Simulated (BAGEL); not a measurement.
**One shape, several levels: triplet AlH2OF3**

We compute a comparison of 5 runs (UHF/STO-3G, ROHF/6-31G*, UHF/6-31G*, ROHF/cc-pVDZ, UHF/cc-pVDZ) of triplet AlH2OF3. 

The calculation is run with BAGEL 1.2.2.

1 further run of the same task is left out (set aside as unsound or not needed).

### 1 The system as given

AlH2OF3: 7 atoms, total charge 0, spin state triplet. SMILES of the parent species: `[OH2+][Al-]([F])([F])[F]`. The shape is that of a PBE0-D4/def2-TZVP optimisation. That shape belongs to the parent species and isn't relaxed for this state.

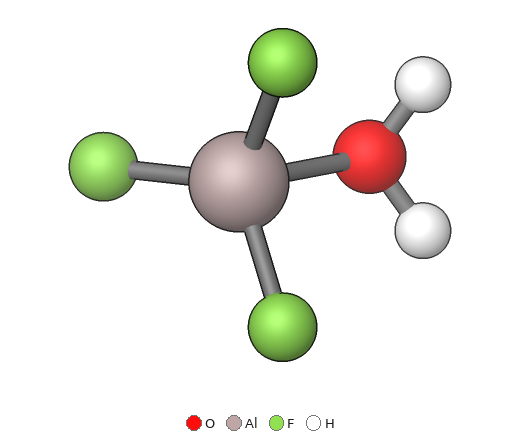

Viewed from a chosen angle; oxygen red, aluminium light grey, fluorine green, hydrogen white.

### 2 The energy at UHF/STO-3G (density fitting with qzvpp-jkfit) (run 1)

Input file hf.json:

```json
{ "bagel" : [

{
  "title" : "molecule",
  "basis" : "sto-3g",
  "df_basis" : "qzvpp-jkfit",
  "angstrom" : "true",
  "geometry" : [
    { "atom" : "O", "xyz" : [      -0.871000,       0.586100,       0.358000 ] },
    { "atom" : "Al", "xyz" : [       0.496000,      -0.551000,      -0.409900 ] },
    { "atom" : "F", "xyz" : [       0.962500,      -1.255200,       1.013300 ] },
    { "atom" : "F", "xyz" : [      -0.290400,      -1.501300,      -1.496900 ] },
    { "atom" : "F", "xyz" : [       1.430100,       0.675100,      -1.012400 ] },
    { "atom" : "H", "xyz" : [      -0.962400,       0.456200,       1.310000 ] },
    { "atom" : "H", "xyz" : [      -0.703600,       1.522000,       0.192000 ] }
  ]
},

{ "title" : "uhf", "nopen" : 2 },

{ "title" : "print", "file" : "orbitals.molden", "orbitals" : "true" }

]}
```

The run is started by

```bash
$ BAGEL_NUM_THREADS=1 BAGEL hf.json > hf.out
```

Output:

```text
* using 1 threads per process

  ===============================================================
  ===============================================================

  *** Geometry ***

  { "atom" : "O", "xyz" : [     -1.645951,      1.107568,      0.676522 ] },
  { "atom" : "Al", "xyz" : [      0.937304,     -1.041239,     -0.774599 ] },
  { "atom" : "F", "xyz" : [      1.818861,     -2.371984,      1.914859 ] },
  { "atom" : "F", "xyz" : [     -0.548776,     -2.837046,     -2.828731 ] },
  { "atom" : "F", "xyz" : [      2.702497,      1.275754,     -1.913159 ] },
  { "atom" : "H", "xyz" : [     -1.818672,      0.862093,      2.475541 ] },
  { "atom" : "H", "xyz" : [     -1.329611,      2.876163,      0.362827 ] },

  Number of auxiliary basis functions:      472

  Since a DF basis is specified, we compute 2- and 3-index integrals:
    o Being stored without compression. Storage requirement is 0.004 GB

  Number of basis functions:       31
  Number of electrons      :       50

    * METHOD: MOLECULE                             0.14

  *** Open-shell HF ***

  === Nuclear Repulsion ===
   252.1743208248

      * DIIS with orbital gradients will be used.

  === UHF iteration (sto-3g) ===
      0       -607.44716442          0.04216463           0.04
      1       -607.54098951          0.05579987           0.04
      2       -607.39895267          0.05922382           0.04
      3       -607.79679461          0.02340078           0.04
      4       -607.86645308          0.00903424           0.04
      5       -607.88829636          0.00402306           0.04
      6       -607.90252359          0.00179927           0.04
      7       -607.90814564          0.00061041           0.04
      8       -607.90858104          0.00053429           0.04
      9       -607.90906124          0.00031159           0.04
[... 18 lines of this table left out ...]
     28       -607.90927964          0.00000002           0.04
     29       -607.90927964          0.00000001           0.04
     30       -607.90927964          0.00000001           0.04
     31       -607.90927964          0.00000001           0.04
    * SCF iteration converged.

    * S^2 (UHF) is 2.0097

    * Permanent dipole moment:
           (    1.578438,    -0.184292,     0.188578) a.u.

    * METHOD: UHF                                  1.44

    * METHOD: PRINT                                0.00

  ===============================================================
```

Wall time 1.7 s (1 thread of Arm Neoverse V2, shared host).

### 3 A single-point energy at ROHF/6-31G(d) (density fitting with qzvpp-jkfit, spherical functions) (run 2)

Input file input.json:

```json
{ "bagel" : [

{
  "title" : "molecule",
  "basis" : "6-31gs.json",
  "df_basis" : "qzvpp-jkfit",
  "angstrom" : "true",
  "geometry" : [
    { "atom" : "O", "xyz" : [   -0.871000,    0.586100,    0.358000 ] },
    { "atom" : "Al", "xyz" : [    0.496000,   -0.551000,   -0.409900 ] },
    { "atom" : "F", "xyz" : [    0.962500,   -1.255200,    1.013300 ] },
    { "atom" : "F", "xyz" : [   -0.290400,   -1.501300,   -1.496900 ] },
    { "atom" : "F", "xyz" : [    1.430100,    0.675100,   -1.012400 ] },
    { "atom" : "H", "xyz" : [   -0.962400,    0.456200,    1.310000 ] },
    { "atom" : "H", "xyz" : [   -0.703600,    1.522000,    0.192000 ] }
  ]
},
{ "title" : "rohf", "nopen" : 2 },
{ "title" : "print", "file" : "orbitals.molden", "orbitals" : "true" }

]}
```

The basis set 6-31G* is read from a file made from the Basis Set Exchange's data (not shown).

The run is started by

```bash
$ BAGEL_NUM_THREADS=1 BAGEL input.json > input.out
```

Output:

```text
* using 1 threads per process

  ===============================================================
  ===============================================================

  *** Geometry ***

  { "atom" : "O", "xyz" : [     -1.645951,      1.107568,      0.676522 ] },
  { "atom" : "Al", "xyz" : [      0.937304,     -1.041239,     -0.774599 ] },
  { "atom" : "F", "xyz" : [      1.818861,     -2.371984,      1.914859 ] },
  { "atom" : "F", "xyz" : [     -0.548776,     -2.837046,     -2.828731 ] },
  { "atom" : "F", "xyz" : [      2.702497,      1.275754,     -1.913159 ] },
  { "atom" : "H", "xyz" : [     -1.818672,      0.862093,      2.475541 ] },
  { "atom" : "H", "xyz" : [     -1.329611,      2.876163,      0.362827 ] },

  Number of auxiliary basis functions:      472

  Since a DF basis is specified, we compute 2- and 3-index integrals:
    o Being stored without compression. Storage requirement is 0.023 GB

  Number of basis functions:       78
  Number of electrons      :       50

    * METHOD: MOLECULE                             0.19

  *** Open-shell HF ***

  === Nuclear Repulsion ===
   252.1743208248

      * DIIS with orbital gradients will be used.

  === ROHF iteration (6-31gs.json) ===
      0       -615.67263417          0.05511071           0.12
      1       -615.93132986          0.04184475           0.12
      2       -616.06046406          0.02823937           0.12
      3       -616.15800436          0.00244897           0.12
      4       -616.16473354          0.00117721           0.13
      5       -616.16647008          0.00051263           0.13
      6       -616.16672476          0.00020674           0.12
      7       -616.16677010          0.00010680           0.12
      8       -616.16677322          0.00007208           0.12
      9       -616.16678535          0.00005433           0.13
     10       -616.16678838          0.00003120           0.12
     11       -616.16679210          0.00000931           0.13
     12       -616.16679330          0.00000335           0.12
     13       -616.16679332          0.00000161           0.13
     14       -616.16679330          0.00000075           0.12
     15       -616.16679331          0.00000028           0.12
     16       -616.16679333          0.00000014           0.12
     17       -616.16679333          0.00000005           0.12
     18       -616.16679333          0.00000003           0.12
     19       -616.16679334          0.00000002           0.12
     20       -616.16679334          0.00000001           0.12
    * SCF iteration converged.

    * S^2 (ROHF) is 2.0000

    * Permanent dipole moment:
           (    1.166630,    -0.853852,    -0.543426) a.u.

    * METHOD: ROHF                                 2.74

    * METHOD: PRINT                                0.01

  ===============================================================
```

Run time: 3.3 s. Hardware: 1 thread of Arm Neoverse V2, shared host.

Runs 3 to 4 aren't shown in full; the table further down has their settings and results.

### 4 A single-point energy at UHF/cc-pVDZ (density fitting with qzvpp-jkfit) (run 5)

Input file job.json:

```json
{ "bagel" : [

{
  "title" : "molecule",
  "basis" : "cc-pvdz.json",
  "df_basis" : "qzvpp-jkfit",
  "angstrom" : true,
  "geometry" : [
    { "atom" : "O", "xyz" : [      -0.871000,       0.586100,       0.358000 ] },
    { "atom" : "Al", "xyz" : [       0.496000,      -0.551000,      -0.409900 ] },
    { "atom" : "F", "xyz" : [       0.962500,      -1.255200,       1.013300 ] },
    { "atom" : "F", "xyz" : [      -0.290400,      -1.501300,      -1.496900 ] },
    { "atom" : "F", "xyz" : [       1.430100,       0.675100,      -1.012400 ] },
    { "atom" : "H", "xyz" : [      -0.962400,       0.456200,       1.310000 ] },
    { "atom" : "H", "xyz" : [      -0.703600,       1.522000,       0.192000 ] }
  ]
},

{
  "title" : "uhf",
  "nopen" : 2
},

{
  "title" : "print",
  "file" : "orbitals.molden",
  "orbitals" : true
}

]}
```

The basis set cc-pVDZ is read from a file made from the Basis Set Exchange's data (not shown).

The run is started by

```bash
$ BAGEL_NUM_THREADS=1 BAGEL job.json > job.out
```

Output:

```text
* using 1 threads per process

  ===============================================================
  ===============================================================

  *** Geometry ***

  { "atom" : "O", "xyz" : [     -1.645951,      1.107568,      0.676522 ] },
  { "atom" : "Al", "xyz" : [      0.937304,     -1.041239,     -0.774599 ] },
  { "atom" : "F", "xyz" : [      1.818861,     -2.371984,      1.914859 ] },
  { "atom" : "F", "xyz" : [     -0.548776,     -2.837046,     -2.828731 ] },
  { "atom" : "F", "xyz" : [      2.702497,      1.275754,     -1.913159 ] },
  { "atom" : "H", "xyz" : [     -1.818672,      0.862093,      2.475541 ] },
  { "atom" : "H", "xyz" : [     -1.329611,      2.876163,      0.362827 ] },

  Number of auxiliary basis functions:      472

  Since a DF basis is specified, we compute 2- and 3-index integrals:
    o Being stored without compression. Storage requirement is 0.027 GB

  Number of basis functions:       84
  Number of electrons      :       50

    * METHOD: MOLECULE                             0.19

  *** Open-shell HF ***

  === Nuclear Repulsion ===
   252.1743208248

      * DIIS with orbital gradients will be used.

  === UHF iteration (cc-pvdz.json) ===
      0       -615.75925059          0.03783168           0.14
      1       -616.00813838          0.02843082           0.13
      2       -616.12291444          0.01773474           0.14
      3       -616.20178216          0.00203976           0.14
      4       -616.20677138          0.00079901           0.13
      5       -616.20758168          0.00033435           0.13
      6       -616.20769882          0.00017676           0.13
      7       -616.20772847          0.00010090           0.13
      8       -616.20774099          0.00007733           0.13
      9       -616.20774852          0.00005803           0.13
     10       -616.20775577          0.00002128           0.13
     11       -616.20775646          0.00000864           0.14
     12       -616.20775662          0.00000401           0.13
     13       -616.20775666          0.00000144           0.13
     14       -616.20775666          0.00000074           0.13
     15       -616.20775667          0.00000042           0.13
     16       -616.20775667          0.00000025           0.13
     17       -616.20775667          0.00000020           0.13
     18       -616.20775667          0.00000016           0.13
     19       -616.20775667          0.00000010           0.13
     20       -616.20775667          0.00000004           0.13
     21       -616.20775667          0.00000002           0.13
     22       -616.20775667          0.00000001           0.13
    * SCF iteration converged.

    * S^2 (UHF) is 2.0056

    * Permanent dipole moment:
           (    1.070047,    -0.739033,    -0.456293) a.u.

    * METHOD: UHF                                  3.20

    * METHOD: PRINT                                0.01

  ===============================================================
```

Run time: 3.6 s. Hardware: 1 thread of Arm Neoverse V2, shared host.

### 5 Overview of the runs

```
run                                                                level  energy (Eh)  dipole moment (D)   ⟨S²⟩  wall time
  1                        UHF/STO-3G (density fitting with qzvpp-jkfit)  -607.909280               4.07  2.010      1.7 s
  2  ROHF/6-31G* (density fitting with qzvpp-jkfit, spherical functions)  -616.166793               3.93  2.000      3.3 s
  3   UHF/6-31G* (density fitting with qzvpp-jkfit, spherical functions)  -616.171817               3.89  2.006      3.3 s
  4                      ROHF/cc-pVDZ (density fitting with qzvpp-jkfit)  -616.202571               3.54  2.000      3.3 s
  5                       UHF/cc-pVDZ (density fitting with qzvpp-jkfit)  -616.207757               3.50  2.006      3.6 s
```

### 6 Outcome

| quantity | value |
| --- | --- |
| run 5: total energy | -616.20776 Eh |
| run 5: dipole moment | 3.50 D |
| run 5: ⟨S²⟩ | 2.006 |

The dipole moment (its size) runs from 3.50 D (UHF/cc-pVDZ) to 4.07 D (UHF/STO-3G). In run 1 the basis is minimal, so the values are rough. All runs together took 15 s, the longest 3.6 s.
